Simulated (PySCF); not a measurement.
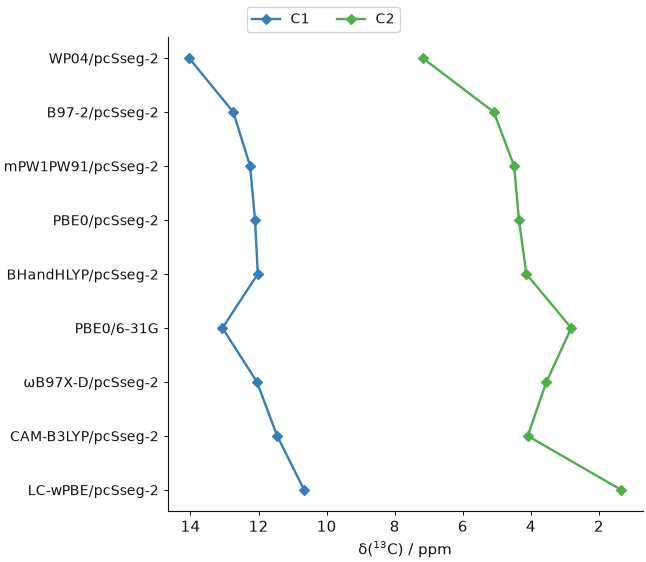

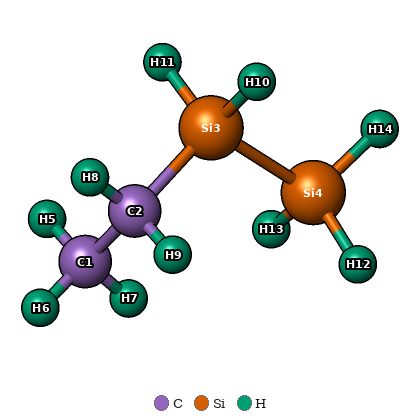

GIAO ¹³C shifts of C₂H₁₀Si₂, SMILES CC[SiH2][SiH3] at several levels, one geometry, PySCF 2.14.0, at a PBE0-D3(BJ)/def2-SVP geometry (no frequency check); values of one conformer, averaged over nuclei that symmetry or rotation about single bonds exchange, these motions taken as fast; other conformers aren't averaged in; each against TMS at the same level.

Question: Which of the plotted signals depends most on the level, and by how much?

Answer: That of C2: from 1.3 ppm (LC-wPBE/pcSseg-2) to 7.2 ppm (WP04/pcSseg-2), a spread of 5.8 ppm. The steadiest, C1, moves by 3.4 ppm.

Question: Do all levels give the signals in the same order?

Answer: Yes, the order of the signals is the same at every level.
